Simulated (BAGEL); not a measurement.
**GeHF3 (SMILES [F][GeH]([F])[F]), step by step**

We compute a series of 15 runs (B3LYP/def2-SV(P), RI-MP2/def2-SV(P)) of F3GeH. 

The calculation is run with BAGEL 1.2.2.

2 further runs of the same task are left out: 2 set aside as unsound or not needed.

### Step 1. The structure to begin with

GeHF3 has 5 atoms, charge 0, and is taken as a singlet. As SMILES, `[F][GeH]([F])[F]`. One bond was lengthened or shortened from a relaxed shape.

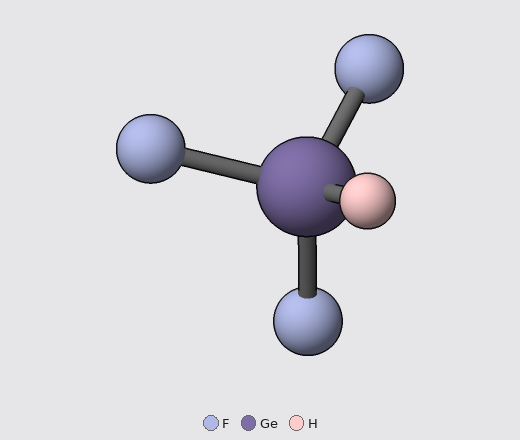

The structure, seen from a chosen angle (fluorine light blue, germanium purple, hydrogen pink).

### Step 2. A single-point energy at B3LYP/def2-SV(P) (density fitting with svp-jkfit) (run 1)

Input file input.json:

```json
{ "bagel" : [

{
  "title" : "molecule",
  "basis" : "def2-sv_p_.json",
  "df_basis" : "svp-jkfit",
  "geometry" : [
    { "atom" : "F", "xyz" : [    -0.04979806,    -1.35719941,     2.72808233 ] },
    { "atom" : "Ge", "xyz" : [     0.60291334,     0.01360792,    -0.11841213 ] },
    { "atom" : "F", "xyz" : [    -0.84971913,     2.89430642,    -0.09573542 ] },
    { "atom" : "F", "xyz" : [    -0.91585955,    -1.75385293,    -2.34961176 ] },
    { "atom" : "H", "xyz" : [     2.99559385,     0.18387035,    -0.53989475 ] }
  ]
},

{ "title" : "ks", "xc_func" : "b3lyp" },

{ "title" : "print", "file" : "orbitals.molden", "orbitals" : true }

]}
```

The basis set def2-SV(P) is read from a file made from the Basis Set Exchange's data (not shown).

Launch:

```console
$ BAGEL_NUM_THREADS=1 BAGEL input.json > input.out
```

Standard output:

```text
* using 1 threads per process

  ===============================================================
  ===============================================================

  *** Geometry ***

  { "atom" : "F", "xyz" : [     -0.049798,     -1.357199,      2.728082 ] },
  { "atom" : "Ge", "xyz" : [      0.602913,      0.013608,     -0.118412 ] },
  { "atom" : "F", "xyz" : [     -0.849719,      2.894306,     -0.095735 ] },
  { "atom" : "F", "xyz" : [     -0.915860,     -1.753853,     -2.349612 ] },
  { "atom" : "H", "xyz" : [      2.995594,      0.183870,     -0.539895 ] },

  Number of auxiliary basis functions:      515

  Since a DF basis is specified, we compute 2- and 3-index integrals:
    o Being stored without compression. Storage requirement is 0.024 GB

  Number of basis functions:       76
  Number of electrons      :       60

    * METHOD: MOLECULE                             0.20

  *** Kohn-Sham DFT ***

    * Removing 7966 points whose weight is below 1.00e-10
    * Grid points: 66564

  === Nuclear Repulsion ===
   333.6944959628

       - DIIS with orbital gradients will be used.

  === KS iteration (b3lyp / def2-sv_p_.json) ===
      0      -2295.57761799          0.14503517           0.24
      1      -2105.31831597          0.27692895           0.22
      2      -2267.68224183          0.12568287           0.22
      3      -2280.44094850          0.20585144           0.22
      4      -2290.28323781          0.23992968           0.22
      5      -2289.88825283          0.23740513           0.22
      6      -2289.83921881          0.23656131           0.22
      7      -2286.71937732          0.20393313           0.22
      8      -2271.95653273          0.14631691           0.22
      9      -2367.53773675          0.10481053           0.22
     10      -2309.18335119          0.24900362           0.23
     11      -2310.20608317          0.25903846           0.23
     12      -2312.24617004          0.27421601           0.22
     13      -2323.10885069          0.30650857           0.22
     14      -2336.82922317          0.20203884           0.22
     15      -2367.37501827          0.12594845           0.22
     16      -2376.51671350          0.02274695           0.22
     17      -2376.73247615          0.00592857           0.22
     18      -2376.74011939          0.00470627           0.23
     19      -2376.74781883          0.00182110           0.22
     20      -2376.74917526          0.00007927           0.22
     21      -2376.74917696          0.00006228           0.23
     22      -2376.74917837          0.00002124           0.22
     23      -2376.74917854          0.00000125           0.22
     24      -2376.74917854          0.00000109           0.22
     25      -2376.74917854          0.00000023           0.22
     26      -2376.74917854          0.00000013           0.22
     27      -2376.74917854          0.00000003           0.23
     28      -2376.74917854          0.00000001           0.22
    * SCF iteration converged.

    * Permanent dipole moment:
           (   -0.981126,    -0.069636,     0.172585) a.u.

    * METHOD: KS                                   6.70

    * METHOD: PRINT                                0.01

  ===============================================================
```

Run time: 7.2 s. Hardware: 1 thread of Arm Neoverse V2, shared host; peak memory 0.29 GiB.

### Step 3. Bond 5-2 at 1.516 A: the energy at RI-MP2/def2-SV(P) (density fitting with svp-jkfit) (run 2)

Input file mp2.json:

```json
{ "bagel" : [

{
  "title" : "molecule",
  "basis" : "def2-sv_p_.json",
  "df_basis" : "svp-jkfit",
  "angstrom" : false,
  "geometry" : [
    { "atom" : "F", "xyz" : [ -0.47197044, -1.38724228,  2.80244873 ] },
    { "atom" : "Ge", "xyz" : [  0.18074097, -0.01643495, -0.04404574 ] },
    { "atom" : "F", "xyz" : [ -1.27189151,  2.86426356, -0.02136902 ] },
    { "atom" : "F", "xyz" : [ -1.33803192, -1.78389579, -2.27524537 ] },
    { "atom" : "H", "xyz" : [  2.99559385,  0.18387035, -0.53989475 ] }
  ]
},
{ "title" : "hf" },
{ "title" : "mp2", "ncore" : 12 }

]}
```

The basis set def2-SV(P) is read from a file made from the Basis Set Exchange's data (not shown).

Launch:

```console
$ BAGEL_NUM_THREADS=1 BAGEL mp2.json > mp2.out
```

Standard output:

```text
* using 1 threads per process

  ===============================================================
  ===============================================================

  *** Geometry ***

  { "atom" : "F", "xyz" : [     -0.471970,     -1.387242,      2.802449 ] },
  { "atom" : "Ge", "xyz" : [      0.180741,     -0.016435,     -0.044046 ] },
  { "atom" : "F", "xyz" : [     -1.271892,      2.864264,     -0.021369 ] },
  { "atom" : "F", "xyz" : [     -1.338032,     -1.783896,     -2.275245 ] },
  { "atom" : "H", "xyz" : [      2.995594,      0.183870,     -0.539895 ] },

  Number of auxiliary basis functions:      515

  Since a DF basis is specified, we compute 2- and 3-index integrals:
    o Being stored without compression. Storage requirement is 0.024 GB

  Number of basis functions:       76
  Number of electrons      :       60

    * METHOD: MOLECULE                             0.20

  *** RHF ***

  === Nuclear Repulsion ===
   331.3397735795

      * DIIS with orbital gradients will be used.

  === RHF iteration (def2-sv_p_.json) ===
      0      -2373.55435913          0.02607698           0.07
      1      -2373.73325902          0.01786330           0.07
      2      -2373.86318055          0.00107003           0.07
      3      -2373.86396725          0.00044374           0.07
      4      -2373.86405564          0.00008481           0.07
      5      -2373.86406397          0.00002229           0.07
      6      -2373.86406462          0.00000384           0.07
      7      -2373.86406464          0.00000062           0.07
      8      -2373.86406464          0.00000029           0.07
      9      -2373.86406464          0.00000007           0.07
     10      -2373.86406464          0.00000002           0.07
     11      -2373.86406464          0.00000000           0.07
    * SCF iteration converged.

    * Permanent dipole moment:
           (   -1.085179,    -0.077001,     0.190870) a.u.

    * METHOD: HF                                   0.98

  *** RHF ***

  === Nuclear Repulsion ===
   331.3397735795

      * DIIS with orbital gradients will be used.

  === RHF iteration (def2-sv_p_.json) ===
      0      -2373.86406464          0.00000000           0.07
    * SCF iteration converged.

    * Permanent dipole moment:
           (   -1.085179,    -0.077001,     0.190870) a.u.

  === DF-MP2 calculation ===

    * freezing 12 orbitals
    * 3-index integral transformation done
    * assembly done

      MP2 correlation energy:   -0.7773001466      0.04

      MP2 total energy:       -2374.6413647857

    * METHOD: MP2                                  0.18

  ===============================================================
```

Wall time 1.5 s (1 thread of Arm Neoverse V2, shared host); peak memory 0.15 GiB.

Runs 3 to 9 aren't shown in full; the table further down has their settings and results.

### Step 4. Bond 5-2 at 2.881 A: a single-point energy at RI-MP2/def2-SV(P) (density fitting with svp-jkfit) (run 10)

Input file input.json:

```json
{ "bagel": [

{
  "title": "molecule",
  "basis": "def2-sv_p_.json",
  "df_basis": "svp-jkfit",
  "geometry": [
    { "atom": "F", "xyz": [    -3.00556027,    -1.56753160,     3.24875290 ] },
    { "atom": "Ge", "xyz": [    -2.35284886,    -0.19672427,     0.40225844 ] },
    { "atom": "F", "xyz": [    -3.80548134,     2.68397424,     0.42493515 ] },
    { "atom": "F", "xyz": [    -3.87162175,    -1.96418511,    -1.82894119 ] },
    { "atom": "H", "xyz": [     2.99559385,     0.18387035,    -0.53989475 ] }
  ]
},

{ "title": "hf" },

{ "title": "mp2", "ncore": 12 }

]}
```

The basis set def2-SV(P) is read from a file made from the Basis Set Exchange's data (not shown).

Launch:

```console
$ BAGEL_NUM_THREADS=1 BAGEL input.json > input.out
```

Standard output:

```text
* using 1 threads per process

  ===============================================================
  ===============================================================

  *** Geometry ***

  { "atom" : "F", "xyz" : [     -3.005560,     -1.567532,      3.248753 ] },
  { "atom" : "Ge", "xyz" : [     -2.352849,     -0.196724,      0.402258 ] },
  { "atom" : "F", "xyz" : [     -3.805481,      2.683974,      0.424935 ] },
  { "atom" : "F", "xyz" : [     -3.871622,     -1.964185,     -1.828941 ] },
  { "atom" : "H", "xyz" : [      2.995594,      0.183870,     -0.539895 ] },

  Number of auxiliary basis functions:      515

  Since a DF basis is specified, we compute 2- and 3-index integrals:
    o Being stored without compression. Storage requirement is 0.024 GB

  Number of basis functions:       76
  Number of electrons      :       60

    * METHOD: MOLECULE                             0.19

  *** RHF ***

  === Nuclear Repulsion ===
   324.4131170232

      * DIIS with orbital gradients will be used.

  === RHF iteration (def2-sv_p_.json) ===
      0      -2373.33587976          0.02612914           0.07
      1      -2373.52029562          0.01956981           0.07
      2      -2373.68697221          0.00136790           0.07
      3      -2373.68921515          0.00051668           0.07
      4      -2373.68939136          0.00015757           0.06
      5      -2373.68941762          0.00003534           0.06
      6      -2373.68941917          0.00001045           0.06
      7      -2373.68941926          0.00000269           0.07
      8      -2373.68941926          0.00000115           0.07
      9      -2373.68941927          0.00000014           0.06
     10      -2373.68941927          0.00000003           0.06
     11      -2373.68941927          0.00000001           0.07
     12      -2373.68941927          0.00000000           0.07
    * SCF iteration converged.

    * Permanent dipole moment:
           (   -0.758776,    -0.053788,     0.133404) a.u.

    * METHOD: HF                                   1.02

  *** RHF ***

  === Nuclear Repulsion ===
   324.4131170232

      * DIIS with orbital gradients will be used.

  === RHF iteration (def2-sv_p_.json) ===
      0      -2373.68941927          0.00000000           0.07
    * SCF iteration converged.

    * Permanent dipole moment:
           (   -0.758775,    -0.053788,     0.133404) a.u.

  === DF-MP2 calculation ===

    * freezing 12 orbitals
    * 3-index integral transformation done
    * assembly done

      MP2 correlation energy:   -0.8061010859      0.04

      MP2 total energy:       -2374.4955203513

    * METHOD: MP2                                  0.18

  ===============================================================
```

Run time: 1.6 s. Hardware: 1 thread of Arm Neoverse V2, shared host; peak memory 0.15 GiB.

Runs 11 to 14 aren't shown in full; the table further down has their settings and results.

### Step 5. Bond 5-2 at 4.245 A: a single-point energy at B3LYP/def2-SV(P) (density fitting with svp-jkfit) (run 15)

Input file calc.json:

```json
{ "bagel" : [

{
  "title" : "molecule",
  "basis" : "def2-sv_p_.json",
  "df_basis" : "svp-jkfit",
  "angstrom" : "false",
  "geometry" : [
    { "atom" : "F", "xyz" : [ -5.53896680, -1.74780958,  3.69502496 ] },
    { "atom" : "Ge", "xyz" : [ -4.88625539, -0.37700225,  0.84853049 ] },
    { "atom" : "F", "xyz" : [ -6.33888786,  2.50369625,  0.87120721 ] },
    { "atom" : "F", "xyz" : [ -6.40502828, -2.14446310, -1.38266914 ] },
    { "atom" : "H", "xyz" : [  2.99559385,  0.18387035, -0.53989475 ] }
  ]
},
{ "title" : "ks", "xc_func" : "b3lyp" },
{ "title" : "print", "file" : "orbitals.molden", "orbitals" : "true" }

]}
```

The basis set def2-SV(P) is read from a file made from the Basis Set Exchange's data (not shown).

Launch:

```console
$ BAGEL_NUM_THREADS=1 BAGEL calc.json > calc.out
```

Standard output:

```text
* using 1 threads per process

  ===============================================================
  ===============================================================

  *** Geometry ***

  { "atom" : "F", "xyz" : [     -5.538967,     -1.747810,      3.695025 ] },
  { "atom" : "Ge", "xyz" : [     -4.886255,     -0.377002,      0.848530 ] },
  { "atom" : "F", "xyz" : [     -6.338888,      2.503696,      0.871207 ] },
  { "atom" : "F", "xyz" : [     -6.405028,     -2.144463,     -1.382669 ] },
  { "atom" : "H", "xyz" : [      2.995594,      0.183870,     -0.539895 ] },

  Number of auxiliary basis functions:      515

  Since a DF basis is specified, we compute 2- and 3-index integrals:
    o Being stored without compression. Storage requirement is 0.024 GB

  Number of basis functions:       76
  Number of electrons      :       60

    * METHOD: MOLECULE                             0.19

  *** Kohn-Sham DFT ***

    * Removing 6527 points whose weight is below 1.00e-10
    * Grid points: 68003

  === Nuclear Repulsion ===
   321.6076162488

       - DIIS with orbital gradients will be used.

  === KS iteration (b3lyp / def2-sv_p_.json) ===
      0      -2293.85189311          0.14460371           0.24
      1      -2108.96432101          0.27842872           0.23
      2      -2267.62705631          0.12537682           0.23
      3      -2286.03215645          0.19945618           0.23
      4      -2294.24702758          0.21959275           0.22
      5      -2295.04040008          0.23166024           0.22
      6      -2296.48363945          0.25290433           0.23
      7      -2292.46532894          0.20149216           0.23
      8      -2272.96392996          0.14772471           0.23
      9      -2368.88850918          0.10238717           0.23
     10      -2303.02587927          0.18258030           0.23
     11      -2320.18769772          0.29058582           0.23
     12      -2322.83906834          0.28149313           0.23
     13      -2326.64977767          0.27332233           0.23
     14      -2341.94621928          0.21490144           0.23
     15      -2367.57359639          0.12369724           0.23
[... 39 lines of this table left out ...]
     55      -2376.58015199          0.00000140           0.22
     56      -2376.58015199          0.00000162           0.22
     57      -2376.58015199          0.00000042           0.23
     58      -2376.58015199          0.00000095           0.23
     59      -2376.58015199          0.00000009           0.23
     60      -2376.58015199          0.00000008           0.23
     61      -2376.58015199          0.00000006           0.23
     62      -2376.58015199          0.00000000           0.23
    * SCF iteration converged.

    * Permanent dipole moment:
           (   -0.601661,    -0.042652,     0.105783) a.u.

    * METHOD: KS                                  14.49

    * METHOD: PRINT                                0.01

  ===============================================================
```

Wall time 15 s (1 thread of Arm Neoverse V2, shared host); peak memory 0.3 GiB.

### Step 6. Overview of the runs

| run | level | frozen core orbitals | partner | energy (Eh) | dipole moment (D) | HOMO energy (eV) | LUMO energy (eV) | wall time |
| --- | --- | --- | --- | --- | --- | --- | --- | --- |
| 1 | B3LYP/def2-SV(P) (density fitting with svp-jkfit) | – | bond 5-2 at 1.289 A | -2376.749179 | 2.54 | -11.13 | 0.06 | 7.2 s |
| 2 | RI-MP2/def2-SV(P) (density fitting with svp-jkfit) | 12 | bond 5-2 at 1.516 A | -2374.641365 | – | – | – | 1.5 s |
| 3 | B3LYP/def2-SV(P) (density fitting with svp-jkfit) | – | bond 5-2 at 1.516 A | -2376.777386 | 2.37 | -10.91 | -0.64 | 7.5 s |
| 4 | RI-MP2/def2-SV(P) (density fitting with svp-jkfit) | 12 | bond 5-2 at 1.744 A | -2374.628105 | – | – | – | 1.5 s |
| 5 | B3LYP/def2-SV(P) (density fitting with svp-jkfit) | – | bond 5-2 at 1.744 A | -2376.765654 | 2.17 | -10.52 | -1.61 | 7.5 s |
| 6 | RI-MP2/def2-SV(P) (density fitting with svp-jkfit) | 12 | bond 5-2 at 2.047 A | -2374.590115 | – | – | – | 1.5 s |
| 7 | B3LYP/def2-SV(P) (density fitting with svp-jkfit) | – | bond 5-2 at 2.047 A | -2376.730741 | 1.88 | -9.86 | -2.93 | 8.1 s |
| 8 | RI-MP2/def2-SV(P) (density fitting with svp-jkfit) | 12 | bond 5-2 at 2.426 A | -2374.540979 | – | – | – | 1.5 s |
| 9 | B3LYP/def2-SV(P) (density fitting with svp-jkfit) | – | bond 5-2 at 2.426 A | -2376.685238 | 1.59 | -9.10 | -4.24 | 8.1 s |
| 10 | RI-MP2/def2-SV(P) (density fitting with svp-jkfit) | 12 | bond 5-2 at 2.881 A | -2374.495520 | – | – | – | 1.6 s |
| 11 | B3LYP/def2-SV(P) (density fitting with svp-jkfit) | – | bond 5-2 at 2.881 A | -2376.641977 | 1.40 | -8.42 | -5.25 | 7.5 s |
| 12 | RI-MP2/def2-SV(P) (density fitting with svp-jkfit) | 12 | bond 5-2 at 3.487 A | -2374.461561 | – | – | – | 1.7 s |
| 13 | B3LYP/def2-SV(P) (density fitting with svp-jkfit) | – | bond 5-2 at 3.487 A | -2376.604589 | 1.39 | -7.82 | -5.94 | 12 s |
| 14 | RI-MP2/def2-SV(P) (density fitting with svp-jkfit) | 12 | bond 5-2 at 4.245 A | -2374.455084 | – | – | – | 1.7 s |
| 15 | B3LYP/def2-SV(P) (density fitting with svp-jkfit) | – | bond 5-2 at 4.245 A | -2376.580152 | 1.56 | -7.39 | -6.29 | 15 s |

### Step 7. What came out

```
                                  quantity           value
 bond 5-2 at 4.245 A, run 15: total energy  -2376.58015 Eh
bond 5-2 at 4.245 A, run 15: dipole moment          1.56 D
  bond 5-2 at 4.245 A, run 15: HOMO energy        -7.39 eV
  bond 5-2 at 4.245 A, run 15: LUMO energy        -6.29 eV
bond 5-2 at 4.245 A, run 15: HOMO–LUMO gap         1.10 eV
```

In words: In runs 10, 11, 12, 13, 14, 15 a closed-shell determinant meets a far-stretched bond, which it describes badly. All runs together took 84 s, the longest 15 s.
